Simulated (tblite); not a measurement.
# Geometry relaxation of C3H12ClFOSi4 (part 2 of 2)

The same run, continued: C3H12ClFOSi4; GFN2-xTB geometry optimisation, gas phase (tblite 0.8.0). 

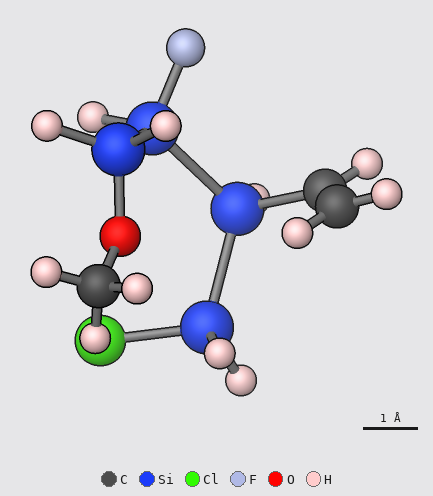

**Figure 1.** The geometry at step 172 of the log (ball-and-stick view, seen at a tilt).

Trajectory as extended XYZ, continued
```
22
Properties=species:S:1:pos:R:3:forces:R:3 step=98 energy=-895.41006
C    -2.4480    1.1402    0.3383    0.0110   0.0060   0.0050
C    -2.7326   -0.0976   -0.0372   -0.0010  -0.0090   0.0210
Si   -1.4685   -1.2693   -0.8229    0.0000   0.0180  -0.0090
Si   -0.3699   -0.0715   -2.4869    0.0090   0.0060   0.0030
Cl    1.2529   -1.1340   -3.1033   -0.0010   0.0040   0.0090
Si   -0.0159   -1.9792    0.8799   -0.0080   0.0260  -0.0010
F    -0.9197   -2.5157    2.1294    0.0010  -0.0160  -0.0120
Si    1.2901   -0.3463    1.8201    0.0140   0.0140  -0.0010
O     1.7977    0.3260    0.4250    0.0040  -0.0190  -0.0030
C     2.6946    1.3836    0.2942   -0.0250  -0.0230   0.0060
H    -1.4729    1.5675    0.1649    0.0060   0.0320   0.0160
H    -3.1623    1.7865    0.8259    0.0030  -0.0050  -0.0090
H    -3.7259   -0.4750    0.1684   -0.0070  -0.0170  -0.0080
H    -2.3041   -2.3355   -1.4260    0.0180  -0.0190   0.0040
H     0.1604    1.2270   -2.0640    0.0020  -0.0030  -0.0220
H    -1.1305    0.2017   -3.7105    0.0120  -0.0040   0.0140
H     0.6842   -3.2290    0.5469   -0.0190   0.0150   0.0000
H     2.4471   -0.7380    2.6477   -0.0060   0.0030  -0.0060
H     0.6147    0.6763    2.6428    0.0020  -0.0170   0.0060
H     3.6342    1.1592    0.8050   -0.0230   0.0130  -0.0180
H     2.8921    1.5422   -0.7671   -0.0250  -0.0070   0.0320
H     2.2719    2.2934    0.7285    0.0340   0.0040  -0.0270
22
Properties=species:S:1:pos:R:3:forces:R:3 step=123 energy=-895.42100
C    -2.4259    1.1531    0.3837   -0.0050   0.0050  -0.0070
C    -2.7004   -0.0739   -0.0339   -0.0030   0.0050  -0.0110
Si   -1.4191   -1.2304   -0.8144   -0.0090   0.0140   0.0200
Si   -0.2435   -0.0235   -2.4167    0.0060  -0.0020   0.0030
Cl    1.4582   -1.0362   -2.8881   -0.0020   0.0020   0.0050
Si   -0.0574   -2.0032    0.9320   -0.0170  -0.0100  -0.0140
F    -1.0094   -2.4976    2.1621    0.0030  -0.0110   0.0010
Si    1.3023   -0.3950    1.8297    0.0070   0.0030  -0.0060
O     1.6562    0.3017    0.3987    0.0080   0.0100   0.0060
C     2.5353    1.3574    0.1745   -0.0040  -0.0010  -0.0010
H    -1.4488    1.5911    0.2478   -0.0090  -0.0040   0.0160
H    -3.1558    1.7830    0.8701    0.0100  -0.0010  -0.0070
H    -3.6996   -0.4570    0.1327    0.0130  -0.0030  -0.0010
H    -2.2308   -2.2847   -1.4679   -0.0070  -0.0090  -0.0150
H     0.2027    1.3145   -2.0230   -0.0140  -0.0020  -0.0040
H    -0.9284    0.1715   -3.6981    0.0000  -0.0050  -0.0040
H     0.6007   -3.2805    0.6230   -0.0020  -0.0020   0.0050
H     2.5398   -0.7964    2.5209    0.0170   0.0000   0.0080
H     0.7099    0.6021    2.7392   -0.0050   0.0060   0.0160
H     3.5037    1.1643    0.6412   -0.0150   0.0010  -0.0170
H     2.6692    1.4673   -0.9021    0.0170   0.0090   0.0170
H     2.1306    2.2851    0.5877    0.0130  -0.0050  -0.0110
22
Properties=species:S:1:pos:R:3:forces:R:3 step=147 energy=-895.42295
C    -2.4365    1.1576    0.3930    0.0030   0.0000   0.0040
C    -2.7116   -0.0615   -0.0468   -0.0020   0.0000   0.0110
Si   -1.4251   -1.2261   -0.8050    0.0050   0.0170  -0.0030
Si   -0.2431   -0.0291   -2.4093   -0.0010  -0.0070   0.0040
Cl    1.5035   -0.9936   -2.8120    0.0000   0.0040   0.0030
Si   -0.0596   -2.0021    0.9357   -0.0010  -0.0050   0.0030
F    -1.0018   -2.5111    2.1676    0.0030   0.0040   0.0020
Si    1.3124   -0.3991    1.8315   -0.0080  -0.0130  -0.0040
O     1.6319    0.3290    0.4087   -0.0040  -0.0050  -0.0110
C     2.5356    1.3589    0.1660   -0.0050   0.0050  -0.0080
H    -1.4492    1.5830    0.3025    0.0060  -0.0030  -0.0060
H    -3.1744    1.7939    0.8582   -0.0030  -0.0070   0.0020
H    -3.7198   -0.4340    0.0833   -0.0070   0.0040  -0.0100
H    -2.2348   -2.2730   -1.4729   -0.0100  -0.0190   0.0010
H     0.1398    1.3343   -2.0384   -0.0010   0.0040  -0.0100
H    -0.9000    0.1011   -3.7134    0.0030   0.0050  -0.0050
H     0.5953   -3.2786    0.6149    0.0000   0.0060  -0.0010
H     2.5721   -0.8093    2.4769   -0.0040   0.0040   0.0160
H     0.7291    0.5699    2.7778    0.0180   0.0000   0.0070
H     3.5022    1.1478    0.6277   -0.0070   0.0020  -0.0010
H     2.6657    1.4515   -0.9122    0.0160   0.0020  -0.0110
H     2.1577    2.3031    0.5655    0.0000   0.0010   0.0160
22
Properties=species:S:1:pos:R:3:forces:R:3 step=172 energy=-895.42393
C    -2.4403    1.1517    0.4035    0.0000   0.0030  -0.0040
C    -2.7256   -0.0564   -0.0596    0.0020   0.0010   0.0020
Si   -1.4346   -1.2242   -0.8058   -0.0080   0.0010  -0.0020
Si   -0.2528   -0.0341   -2.4169    0.0050  -0.0080   0.0010
Cl    1.5202   -0.9701   -2.7704   -0.0050   0.0060  -0.0020
Si   -0.0645   -1.9916    0.9359    0.0010   0.0030  -0.0010
F    -0.9964   -2.5038    2.1739   -0.0020   0.0030  -0.0010
Si    1.3230   -0.4021    1.8296    0.0000   0.0040   0.0020
O     1.6343    0.3315    0.4077   -0.0030  -0.0020  -0.0070
C     2.5401    1.3608    0.1692    0.0020  -0.0020  -0.0020
H    -1.4438    1.5608    0.3397    0.0030  -0.0030   0.0060
H    -3.1775    1.7950    0.8599   -0.0040  -0.0060   0.0010
H    -3.7431   -0.4134    0.0381    0.0030   0.0030  -0.0020
H    -2.2406   -2.2829   -1.4623    0.0010   0.0000   0.0010
H     0.0925    1.3445   -2.0647    0.0050   0.0000  -0.0010
H    -0.8853    0.0616   -3.7360   -0.0020  -0.0020   0.0000
H     0.5907   -3.2651    0.6058    0.0010  -0.0080   0.0010
H     2.5833   -0.8262    2.4661   -0.0010  -0.0020   0.0010
H     0.7671    0.5710    2.7881   -0.0030  -0.0020   0.0050
H     3.5054    1.1438    0.6300    0.0050   0.0060   0.0050
H     2.6732    1.4587   -0.9083   -0.0050   0.0040  -0.0040
H     2.1645    2.3031    0.5759    0.0040  -0.0010   0.0010
22
Properties=species:S:1:pos:R:3:forces:R:3 step=221 energy=-895.42559
C    -2.3978    1.0981    0.4873    0.0010   0.0080   0.0130
C    -2.7172   -0.0375   -0.1154   -0.0040   0.0040   0.0020
Si   -1.4294   -1.2312   -0.8256   -0.0190  -0.0040   0.0110
Si   -0.2443   -0.0665   -2.4505   -0.0050   0.0030  -0.0150
Cl    1.5427   -0.9812   -2.7771    0.0090  -0.0060  -0.0030
Si   -0.0880   -1.9698    0.9482    0.0070  -0.0020   0.0080
F    -1.0492   -2.4193    2.1880    0.0020   0.0000  -0.0020
Si    1.3304   -0.3946    1.8196    0.0030   0.0040  -0.0040
O     1.6083    0.3637    0.4026    0.0080   0.0040   0.0080
C     2.5135    1.3949    0.1680    0.0030   0.0020  -0.0020
H    -1.3719    1.4193    0.5805    0.0120   0.0040   0.0010
H    -3.1329    1.7627    0.9156   -0.0040   0.0000  -0.0040
H    -3.7637   -0.3082   -0.1703   -0.0040  -0.0090  -0.0070
H    -2.2359   -2.2984   -1.4665    0.0010  -0.0020  -0.0030
H     0.0778    1.3237   -2.1239    0.0000   0.0040   0.0050
H    -0.8762   -0.0097   -3.7727    0.0070   0.0010   0.0020
H     0.5412   -3.2695    0.6718    0.0040   0.0020  -0.0020
H     2.6044   -0.8443    2.4109   -0.0120   0.0070  -0.0010
H     0.8131    0.5681    2.8108    0.0020  -0.0110  -0.0050
H     3.4971    1.1492    0.5727    0.0010  -0.0060   0.0040
H     2.5979    1.5414   -0.9087   -0.0070  -0.0030  -0.0060
H     2.1695    2.3215    0.6340   -0.0050  -0.0010   0.0010
22
Properties=species:S:1:pos:R:3:forces:R:3 step=246 energy=-895.42615
C    -2.3888    1.0788    0.5278   -0.0030  -0.0010   0.0010
C    -2.7162   -0.0202   -0.1357    0.0000   0.0050  -0.0090
Si   -1.4365   -1.2326   -0.8288    0.0010   0.0010   0.0050
Si   -0.2471   -0.0891   -2.4684   -0.0020   0.0010   0.0040
Cl    1.5382   -1.0138   -2.7800    0.0040   0.0010   0.0000
Si   -0.0868   -1.9580    0.9450   -0.0050  -0.0060  -0.0010
F    -1.0441   -2.4158    2.1847    0.0000  -0.0050   0.0020
Si    1.3277   -0.3834    1.8223   -0.0010  -0.0020  -0.0050
O     1.6031    0.3800    0.4084    0.0020   0.0010  -0.0050
C     2.5109    1.4069    0.1671    0.0030   0.0050   0.0000
H    -1.3581    1.3534    0.6938   -0.0030  -0.0020   0.0040
H    -3.1227    1.7575    0.9356    0.0030   0.0030   0.0000
H    -3.7674   -0.2439   -0.2665    0.0000  -0.0020   0.0040
H    -2.2486   -2.3037   -1.4559    0.0000   0.0010  -0.0010
H     0.0759    1.3011   -2.1405    0.0030  -0.0010  -0.0030
H    -0.8674   -0.0339   -3.7958    0.0010  -0.0010   0.0040
H     0.5505   -3.2526    0.6627    0.0000   0.0020   0.0000
H     2.6005   -0.8337    2.4130    0.0040   0.0000   0.0030
H     0.8089    0.5708    2.8200   -0.0020   0.0040  -0.0020
H     3.5014    1.1473    0.5456    0.0020  -0.0070  -0.0020
H     2.5696    1.5674   -0.9094    0.0030  -0.0010  -0.0020
H     2.1865    2.3299    0.6538   -0.0100   0.0030   0.0030
22
Properties=species:S:1:pos:R:3:forces:R:3 step=271 energy=-895.42651
C    -2.3865    1.0689    0.5607    0.0000  -0.0020   0.0030
C    -2.7143   -0.0019   -0.1472    0.0010  -0.0010   0.0020
Si   -1.4398   -1.2282   -0.8256    0.0010   0.0020  -0.0030
Si   -0.2377   -0.1030   -2.4695   -0.0030   0.0000   0.0020
Cl    1.5440   -1.0382   -2.7693    0.0010   0.0000   0.0000
Si   -0.0873   -1.9586    0.9430    0.0020   0.0000   0.0010
F    -1.0327   -2.4306    2.1863    0.0000   0.0000  -0.0010
Si    1.3235   -0.3783    1.8160    0.0000   0.0000   0.0000
O     1.6021    0.3781    0.3987    0.0000   0.0000  -0.0010
C     2.5028    1.4121    0.1609   -0.0010   0.0010   0.0000
H    -1.3571    1.3078    0.7816   -0.0020   0.0000  -0.0020
H    -3.1182    1.7583    0.9545    0.0000  -0.0010   0.0000
H    -3.7645   -0.1919   -0.3296    0.0020   0.0030   0.0000
H    -2.2585   -2.2950   -1.4515   -0.0020  -0.0020   0.0000
H     0.0916    1.2887   -2.1548   -0.0010  -0.0010  -0.0010
H    -0.8564   -0.0579   -3.7980    0.0020   0.0000  -0.0010
H     0.5583   -3.2463    0.6484   -0.0020   0.0010   0.0010
H     2.5952   -0.8193    2.4165    0.0010   0.0000   0.0000
H     0.7978    0.5832    2.8035   -0.0010   0.0010   0.0000
H     3.4983    1.1509    0.5252   -0.0010  -0.0010  -0.0010
H     2.5496    1.5868   -0.9140    0.0030  -0.0010   0.0000
H     2.1794    2.3270    0.6631   -0.0020   0.0020   0.0000
```

This output came from the following input.

Input
```
{"job": {"xc": "GFN2-xTB", "basis": "xTB", "kind": "relax"}, "charge": 0, "multiplicity": 1}
C     -2.582700     1.209500     0.400000
C     -2.791800    -0.054700     0.019900
Si    -1.562600    -1.208600    -0.731000
Si    -0.379000    -0.252200    -2.455500
Cl     1.085400    -1.516400    -3.127300
Si    -0.069700    -2.021900     0.790600
F     -0.842600    -2.687000     2.027200
Si     1.243800    -0.255900     1.515300
O      2.004400     0.464100     0.221200
C      2.955000     1.478400     0.488400
H     -1.649100     1.733500     0.282300
H     -3.407600     1.777900     0.850300
H     -3.770200    -0.506400     0.194600
H     -2.355900    -2.349500    -1.281100
H      0.261800     1.025800    -2.040000
H     -1.269500     0.028400    -3.592800
H      0.777400    -3.077300     0.171000
H      2.276700    -0.717800     2.471300
H      0.410600     0.777300     2.190100
H      3.809000     1.086600     1.066300
H      3.340900     1.846900    -0.470500
H      2.505200     2.331800     1.008700
```

The first line tells a small driver script what to run in tblite; the rest is the geometry in Å.

Command:
```bash
OMP_NUM_THREADS=1 python <driver script> task.json out
```

Key numbers

```csv
quantity,value
outcome,converged
total energy,−895.4265 eV
hardware,"1 CPU thread, shared host"
wall time,6.2 s
peak memory,1 GiB
```
